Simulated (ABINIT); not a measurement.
## AlN (P6_3mc): G0W0 in ABINIT against the plane-wave cutoff

How does the gap of AlN (P6_3mc) converge in the plane-wave cutoff?

Main program and level: ABINIT 10.8.3; PBE and many-body steps on it, plane waves.

The database entry behind the starting cell differs from later determinations by our own check (inner coordinate u about 0.002 short), so it need not match the best structure at ambient conditions.

**1. The structure**

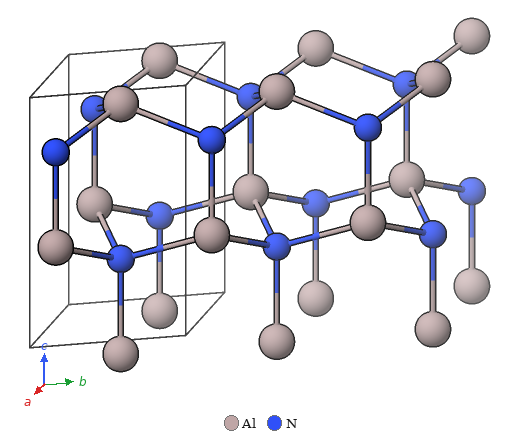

Start, viewed slightly off an axis; aluminium light grey, nitrogen blue. 2×3×1 cells are drawn. Some periodic images of atoms are drawn too.

Coordinates:

```cif
data_structure
_symmetry_space_group_name_H-M 'P6_3mc'
_symmetry_Int_Tables_number 186
_cell_length_a 3.1130
_cell_length_b 3.1130
_cell_length_c 4.9810
_cell_angle_alpha 90.000
_cell_angle_beta 90.000
_cell_angle_gamma 120.000
_cell_volume 41.80
loop_
_atom_site_label
_atom_site_type_symbol
_atom_site_symmetry_multiplicity
_atom_site_Wyckoff_symbol
_atom_site_fract_x
_atom_site_fract_y
_atom_site_fract_z
_atom_site_occupancy
Al1 Al 2 b 0.33333 0.66667 0.00000 1
N1 N 2 b 0.33333 0.66667 0.38000 1
```

The cell and positions come from the Crystallography Open Database and are kept as given unless a step says otherwise.

**2. Empty states on the mesh, 6×6×4 mesh, 284 bands**

This step: ABINIT 10.8.3; DFT, PBE, plane waves, norm-conserving pseudopotentials.

The sums over transitions need many empty states on a uniform mesh; this step solves for them.

File run.abi:

```
acell 3*1.0 Angstrom
rprim 
  3.113000000011 -0.000000000003 0.000000000000
  -1.556500000003 2.695937081992 0.000000000000
  0.000000000000 0.000000000000 4.981000000000
ntypat 2
znucl 13 7
natom 4
typat 1 1 2 2
xred 
  0.333333333333 0.666666666667 0.000000000000
  0.666666666667 0.333333333333 0.500000000000
  0.333333333333 0.666666666667 0.380000000000
  0.666666666667 0.333333333333 0.880000000000
pp_dirpath "pseudos"
pseudos "Al.upf, N.upf"
ecut 36
ngkpt 6 6 4
nshiftk 1
shiftk 0 0 0
kptopt 1
chksymbreak 0
irdden 1
istwfk *1
nband 284
prtvol 0
optdriver 6
gwr_task "HDIAGO"
paral_kgb 0
occopt 1
indata_prefix "in"
outdata_prefix "out"
tmpdata_prefix "tmp"
```

Launch:

```sh
$ OMP_NUM_THREADS=1 mpirun -n 4 abinit run.abi > log
```

Numbers of over 12 decimals in the logs are rounded to 6 here.

Output:

```text
.Version 10.8.3 of ABINIT. v10.8.2 released Aug 2026.

 Symmetries : space group P6_3 m c (#186); Bravais hP (primitive hexag.)
[... echo of the input left out ...]
== DATASET  1 ==================================================================
-   mpi_nproc: 4, omp_nthreads: 1 (-1 if OMP is not activated)

--- !DatasetInfo
iteration_state: {dtset: 1, }
dimensions: {natom: 4, nkpt: 21, mband: 284, nsppol: 1, nspinor: 1, nspden: 1, mpw: 2934, }
cutoff_energies: {ecut:  36.0, pawecutdg:  -1.0, }
[...]
Direct band gap semiconductor
 Fundamental gap:     4.220 (eV)
   VBM:     5.314 (eV) at k: [ 0.0000E+00,  0.0000E+00,  0.0000E+00]
   CBM:     9.535 (eV) at k: [ 0.0000E+00,  0.0000E+00,  0.0000E+00]
 Direct gap:         4.220 (eV) at k: [ 0.0000E+00,  0.0000E+00,  0.0000E+00]

== END DATASET(S) ==============================================================
================================================================================

 -outvars: echo values of variables after computation  --------
           etotal      0.0000000000E+00
            nband         284
             nkpt          21
          spgroup         186
 [... the other variables as echoed above ...]

 Calculation completed.
```

Run time: 1.7 min. Hardware: 4 MPI ranks of Intel Xeon Platinum 8375C at 2.90GHz (Ice Lake), shared host; peak memory 2.1 GiB; 6.7 min of CPU time.

This step gave:

* gap: 4.220 eV
* k of the valence top: 0, 0, 0
* k of the conduction bottom: 0, 0, 0
* least direct gap: 4.220 eV
* k points computed: 21
* lowest point of the top converged band, above the valence top: 181.8091 eV

On this mesh the gap is 4.220 eV.

The density comes from a self-consistent run that is not shown.

**3. Empty states on the mesh, 6×6×4 mesh, 83 bands**

Changes to run.abi since step 2:

```diff
@@ -16,3 +16,3 @@
 pseudos "Al.upf, N.upf"
-ecut 36
+ecut 22
 ngkpt 6 6 4
@@ -24,3 +24,3 @@
 istwfk *1
-nband 284
+nband 83
 prtvol 0
```

Output:

```text
[banner, memory and clock lines left out]
.Version 10.8.3 of ABINIT. v10.8.2 released Aug 2026.

 Symmetries : space group P6_3 m c (#186); Bravais hP (primitive hexag.)
[... echo of the input left out ...]
== DATASET  1 ==================================================================
-   mpi_nproc: 4, omp_nthreads: 1 (-1 if OMP is not activated)

--- !DatasetInfo
iteration_state: {dtset: 1, }
dimensions: {natom: 4, nkpt: 21, mband: 83, nsppol: 1, nspinor: 1, nspden: 1, mpw: 1412, }
cutoff_energies: {ecut:  22.0, pawecutdg:  -1.0, }
[...]
Integrated=    1.6000E+01

 === KS gaps after direct diagonalization ===
 Direct band gap semiconductor
 Fundamental gap:     4.165 (eV)
   VBM:     5.347 (eV) at k: [ 0.0000E+00,  0.0000E+00,  0.0000E+00]
   CBM:     9.512 (eV) at k: [ 0.0000E+00,  0.0000E+00,  0.0000E+00]
 Direct gap:         4.165 (eV) at k: [ 0.0000E+00,  0.0000E+00,  0.0000E+00]

== END DATASET(S) ==============================================================

 -outvars: echo values of variables after computation  --------
           etotal      0.0000000000E+00
            nband          83
             nkpt          21
          spgroup         186
 [... the other variables as echoed above ...]

 Calculation completed.
```

It took 12 s on 4 MPI ranks; peak memory 0.67 GiB; 48 s of CPU time.

Numbers from this step:

```yaml
gap: 4.165 eV
k_of_the_valence_top: 0, 0, 0
k_of_the_conduction_bottom: 0, 0, 0
least_direct_gap: 4.165 eV
k_points_computed: 21
lowest_point_of_the_top_converged_band_above_the_valence_top: 68.0784 eV
```

On this mesh the gap is 4.165 eV.

**4. Empty states on the mesh, 6×6×4 mesh, 83 bands**

Changes to run.abi since step 3:

```diff
@@ -16,3 +16,3 @@
 pseudos "Al.upf, N.upf"
-ecut 22
+ecut 29
 ngkpt 6 6 4
```

Output:

```text
[banner, memory and clock lines left out]
.Version 10.8.3 of ABINIT. v10.8.2 released Aug 2026.

 Symmetries : space group P6_3 m c (#186); Bravais hP (primitive hexag.)
[... echo of the input left out ...]
== DATASET  1 ==================================================================
-   mpi_nproc: 4, omp_nthreads: 1 (-1 if OMP is not activated)

--- !DatasetInfo
iteration_state: {dtset: 1, }
dimensions: {natom: 4, nkpt: 21, mband: 83, nsppol: 1, nspinor: 1, nspden: 1, mpw: 2127, }
cutoff_energies: {ecut:  29.0, pawecutdg:  -1.0, }
[...]
Integrated=    1.6000E+01

 === KS gaps after direct diagonalization ===
 Direct band gap semiconductor
 Fundamental gap:     4.213 (eV)
   VBM:     5.319 (eV) at k: [ 0.0000E+00,  0.0000E+00,  0.0000E+00]
   CBM:     9.532 (eV) at k: [ 0.0000E+00,  0.0000E+00,  0.0000E+00]
 Direct gap:         4.213 (eV) at k: [ 0.0000E+00,  0.0000E+00,  0.0000E+00]

== END DATASET(S) ==============================================================

 -outvars: echo values of variables after computation  --------
           etotal      0.0000000000E+00
            nband          83
             nkpt          21
          spgroup         186
 [... the other variables as echoed above ...]

 Calculation completed.
```

The job ended after 34 s (4 MPI ranks; peak memory 1.2 GiB; 2.2 min of CPU time).

Numbers from this step:

```yaml
gap: 4.213 eV
k_of_the_valence_top: 0, 0, 0
k_of_the_conduction_bottom: 0, 0, 0
least_direct_gap: 4.213 eV
k_points_computed: 21
lowest_point_of_the_top_converged_band_above_the_valence_top: 68.0982 eV
```

On this mesh the gap is 4.213 eV.

**5. Empty states on the mesh, 6×6×4 mesh, 81 bands**

Changes to run.abi since step 4:

```diff
@@ -16,3 +16,3 @@
 pseudos "Al.upf, N.upf"
-ecut 29
+ecut 45
 ngkpt 6 6 4
@@ -22,10 +22,10 @@
 chksymbreak 0
+iscf -2
 irdden 1
 istwfk *1
-nband 83
+nband 81
+nbdbuf 6
+tolwfr 1e-09
+nstep 60
 prtvol 0
-optdriver 6
-gwr_task "HDIAGO"
-paral_kgb 0
-occopt 1
 indata_prefix "in"
```

Output:

```text
.Version 10.8.3 of ABINIT. v10.8.2 released Aug 2026.

 Symmetries : space group P6_3 m c (#186); Bravais hP (primitive hexag.)
[... echo of the input left out ...]
== DATASET  1 ==================================================================
-   mpi_nproc: 4, omp_nthreads: 1 (-1 if OMP is not activated)

--- !DatasetInfo
iteration_state: {dtset: 1, }
dimensions: {natom: 4, nkpt: 21, mband: 81, nsppol: 1, nspinor: 1, nspden: 1, mpw: 4116, }
cutoff_energies: {ecut:  45.0, pawecutdg:  -1.0, }
[...]
2.52928    2.52928    2.53201    2.53201    2.60203    2.60203    2.62071    2.67109
   2.68290    2.68290    2.71163    2.71163    2.74081    2.83194    2.83206    2.85353
   2.87963
 prteigrs : prtvol=0 or 1, do not print more k-points.

== END DATASET(S) ==============================================================
================================================================================

 -outvars: echo values of variables after computation  --------
            nband          81
             nkpt          21
          spgroup         186
 [... the other variables as echoed above ...]

 Calculation completed.
```

Wall time 48 s (4 MPI ranks); peak memory 0.4 GiB.

This step gave:

| Property | Result |
| --- | --- |
| gap | 4.220 eV |
| k of the valence top | 0, 0, 0 |
| k of the conduction bottom | 0, 0, 0 |
| least direct gap | 4.220 eV |
| k points computed | 21 |
| lowest point of the top converged band, above the valence top | 68.0927 eV |

On this mesh the gap is 4.220 eV.

**6. Screening, 6×6×4 mesh, 75 bands, screening to 163.3 eV**

The RPA dielectric matrix is built and inverted for each q.

This step: RPA screening on PBE, plane waves, norm-conserving pseudopotentials.

Changes to run.abi since step 5:

```diff
@@ -16,3 +16,3 @@
 pseudos "Al.upf, N.upf"
-ecut 45
+ecut 22
 ngkpt 6 6 4
@@ -22,10 +22,11 @@
 chksymbreak 0
-iscf -2
-irdden 1
 istwfk *1
-nband 81
-nbdbuf 6
-tolwfr 1e-09
-nstep 60
-prtvol 0
+occopt 1
+irdwfk 1
+optdriver 3
+nband 75
+ecuteps 6
+inclvkb 2
+awtr 1
+symchi 1
 indata_prefix "in"
```

Output:

```text
.Version 10.8.3 of ABINIT. v10.8.2 released Aug 2026.

 Symmetries : space group P6_3 m c (#186); Bravais hP (primitive hexag.)
[... echo of the input left out ...]
== DATASET  1 ==================================================================
-   mpi_nproc: 4, omp_nthreads: 1 (-1 if OMP is not activated)

--- !DatasetInfo
iteration_state: {dtset: 1, }
dimensions: {natom: 4, nkpt: 21, mband: 75, nsppol: 1, nspinor: 1, nspden: 1, mpw: 1412, }
cutoff_energies: {ecut:  22.0, pawecutdg:  -1.0, }
electrons: {nelect:   1.60000000E+01, charge:   0.00000000E+00, occopt:   1.00000000E+00, tsmear:   1.00000000E-02, }

 SCREENING: Calculation of the susceptibility and dielectric matrices

 Based on a program developped by R.W. Godby, V. Olevano, G. Onida, and L. Reining.
 Incorporated in ABINIT by V. Olevano, G.-M. Rignanese, and M. Torrent.
.Using double precision arithmetic ; gwpc =  8

[... cell and pseudopotentials left out ...]
--------------------------------------------------------------------------------

 ==== K-mesh for the wavefunctions ====
 Number of points in the irreducible wedge :    21
[... list of points left out ...]
 Together with 12 symmetry operations and time-reversal symmetry
 yields   144 points in the full Brillouin Zone.

 ==== Q-mesh for the screening function ====
 Number of points in the irreducible wedge :    21
[... list of points left out ...]
 Together with 12 symmetry operations and time-reversal symmetry
 yields   144 points in the full Brillouin Zone.

 setmesh: FFT mesh size selected  =    18x   18x   30
          total number of points  =         9720

 vcoul_init : cutoff-mode = AUXILIARY_FUNCTION
 q-points for optical limit:   1
     1)      0.000010    0.000020    0.000030

- screening: taking advantage of time-reversal symmetry
- Maximum band index for partially occupied states nbvw = 8
- Remaining bands to be divided among processors   nbcw = 67
- Number of bands treated by each node ~16

 Number of electrons calculated from density =   16.0000; Expected =   16.0000
 average of density, n =  0.056718
 r_s =    1.6146
 omega_plasma =   22.9728 [eV]

 calculating chi0 at frequencies [eV] :
  1    0.000000E+00    0.000000E+00
  2    0.000000E+00    2.297283E+01

--------------------------------------------------------------------------------
  q-point number  1        q = ( 0.000000, 0.000000, 0.000000) [r.l.u.]
--------------------------------------------------------------------------------
[... chi0 elements left out ...]
 For q-point:  0.000010 0.000020 0.000030
  dielectric constant =   4.2483
  dielectric constant without local fields =   4.6800

  Average fulfillment of the sum rule on Im[epsilon] for q-point    1 :     72.76  [%]
[... wings left out ...]
  q-point number  2        q = ( 0.166667, 0.000000, 0.000000) [r.l.u.]
--------------------------------------------------------------------------------
[... chi0 elements left out ...]
  Average fulfillment of the sum rule on Im[epsilon] for q-point    2 :     85.05  [%]

 [... 19 further q-points ...]
```

Wall time 42 s (4 MPI ranks); peak memory 0.67 GiB; 2.8 min of CPU time.

Numbers from this step:

* ε∞ with local fields, on this mesh, along the program's q direction: 4.248
* the same without local fields: 4.68
* plasma frequency: 22.97 eV
* plane waves in the screening matrix: 197

Local fields lower ε∞ by 9 %.

**7. 22 Ha**

This step: G0W0 on PBE, plane waves, norm-conserving pseudopotentials.

Changes to run.abi since step 6:

```diff
@@ -25,8 +25,15 @@
 irdwfk 1
-optdriver 3
+optdriver 4
 nband 75
+gwcalctyp 0
+ecutsigx 22
+symsigma 1
+nkptgw 1
+kptgw 
+  0.0000000000 0.0000000000 0.0000000000
+bdgw 
+  6 10
 ecuteps 6
-inclvkb 2
-awtr 1
-symchi 1
+irdscr 1
+ppmodel 1
 indata_prefix "in"
```

Output:

```text
.Version 10.8.3 of ABINIT. v10.8.2 released Aug 2026.

 Symmetries : space group P6_3 m c (#186); Bravais hP (primitive hexag.)
[... echo of the input left out ...]
== DATASET  1 ==================================================================
-   mpi_nproc: 4, omp_nthreads: 1 (-1 if OMP is not activated)

--- !DatasetInfo
iteration_state: {dtset: 1, }
dimensions: {natom: 4, nkpt: 21, mband: 75, nsppol: 1, nspinor: 1, nspden: 1, mpw: 1412, }
cutoff_energies: {ecut:  22.0, pawecutdg:  -1.0, }
electrons: {nelect:   1.60000000E+01, charge:   0.00000000E+00, occopt:   1.00000000E+00, tsmear:   1.00000000E-02, }

 SIGMA: Calculation of the GW corrections

 Based on a program developped by R.W. Godby, V. Olevano, G. Onida, and L. Reining.
 Incorporated in ABINIT by V. Olevano, G.-M. Rignanese, and M. Torrent.
.Using double precision arithmetic ; gwpc =  8

[... cell and pseudopotentials left out ...]
--------------------------------------------------------------------------------

 ==== K-mesh for the wavefunctions ====
 Number of points in the irreducible wedge :    21
[... list of points left out ...]
 Together with 12 symmetry operations and time-reversal symmetry
 yields   144 points in the full Brillouin Zone.

 ==== Q-mesh for screening function ====
 Number of points in the irreducible wedge :    21
[... list of points left out ...]
 Together with 12 symmetry operations and time-reversal symmetry
 yields   144 points in the full Brillouin Zone.

 vcoul_init : cutoff-mode = AUXILIARY_FUNCTION
 q-points for optical limit:   1
     1)      0.000010    0.000020    0.000030
 setmesh: FFT mesh size selected  =    24x   24x   40
          total number of points  =        23040

 Number of electrons calculated from density =   16.0000; Expected =   16.0000
 average of density, n =  0.056718
 r_s =    1.6146
 omega_plasma =   22.9728 [eV]

 === KS Band Gaps ===
  >>>> For spin  1
   Minimum direct gap =   4.1653 [eV], located at k-point      :   0.0000  0.0000  0.0000
   Fundamental gap    =   4.1653 [eV], Top of valence bands at :   0.0000  0.0000  0.0000
                                       Bottom of conduction at :   0.0000  0.0000  0.0000
 SIGMA fundamental parameters:
 PLASMON POLE MODEL  1
 number of plane-waves for SigmaX                 1387
 number of plane-waves for SigmaC and W            197
 number of plane-waves for wavefunctions          1387
 number of bands                                    75
 number of independent spin polarizations            1
 number of spinorial components                      1
 number of k-points in IBZ                          21
 number of q-points in IBZ                          21
 number of symmetry operations                      12
 number of k-points in BZ                          144
 number of q-points in BZ                          144
 number of frequencies for dSigma/dE                 9
 frequency step for dSigma/dE [eV]                0.25
 number of omega for Sigma on real axis              0
 max omega for Sigma on real axis  [eV]           0.00
 zcut for avoiding poles [eV]                     0.10

 EPSILON^-1 parameters (SCR file):
 dimension of the eps^-1 matrix on file            197
 dimension of the eps^-1 matrix used               197
 number of plane-waves for wavefunctions          1387
 number of bands                                    75
 number of q-points in IBZ                          21
 number of frequencies                               2
 number of real frequencies                          1
 number of imag frequencies                          1

 matrix elements of self-energy operator (all in [eV])

 Perturbative Calculation

--- !SelfEnergy_ee
iteration_state: {dtset: 1, }
kpoint     : [   0.000,    0.000,    0.000, ]
spin       : 1
KS_gap     :    4.165
QP_gap     :    5.438
Delta_QP_KS:    1.272
data: !SigmaeeData |
     Band     E0 <VxcDFT>   SigX SigC(E0)      Z dSigC/dE  Sig(E)    E-E0       E
        6   5.155 -16.929 -20.931   3.332   0.790  -0.265 -17.458  -0.530   4.625
        7   5.155 -16.929 -20.931   3.332   0.790  -0.265 -17.458  -0.530   4.625
        8   5.347 -17.034 -20.958   3.292   0.791  -0.264 -17.534  -0.500   4.847
        9   9.512 -12.482  -8.024  -3.516   0.820  -0.220 -11.709   0.773  10.285
       10  11.989 -10.819  -5.791  -4.067   0.828  -0.207 -10.023   0.796  12.784

== END DATASET(S) ==============================================================
================================================================================

 -outvars: echo values of variables after computation  --------
           etotal      0.0000000000E+00
            nband          75
             nkpt          21
          spgroup         186
 [... the other variables as echoed above ...]

 Calculation completed.
```

Elapsed: 5.5 s, on 4 MPI ranks; peak memory 0.58 GiB; 21 s of CPU time.

This step gave:

```yaml
g0w0_gap_on_the_points_computed: 5.438 eV
starting_gap_on_the_mesh: 4.165 eV
k_of_the_valence_top: 0, 0, 0
k_of_the_conduction_bottom: 0, 0, 0
z_at_the_valence_top: 0.791
z_at_the_conduction_bottom: 0.82
least_direct_g0w0_gap_on_the_computed_points: 5.438 eV
```

[end of part 1 of 2]

[Paths, hosts, dates, memory and timing lines, banners, echoed tables and standing remarks are left out of the program output.]

[Logs are printed without paths, hosts, clocks, repeated set-up lines and the standing remarks that a program may print on its own settings, such as how far it seeks lower states.]

[Runs of the session that timed out or met a known fault of the program may be left out.]

[Hosts, paths, dates, database ids (printed as entryN), source tags and the programs' standing remarks are cut or masked in the printed files.]

[G0W0 gaps are taken among the corrected bands and points alone; a level outside them can change the order at an edge.]

[Where Ansatz stands beside ABINIT at settings called matched, ABINIT's density can come from a denser mesh and the files from another edition; pairs whose starting gaps differed by over 0.03 eV were left out, so agreement reads better than it is.]
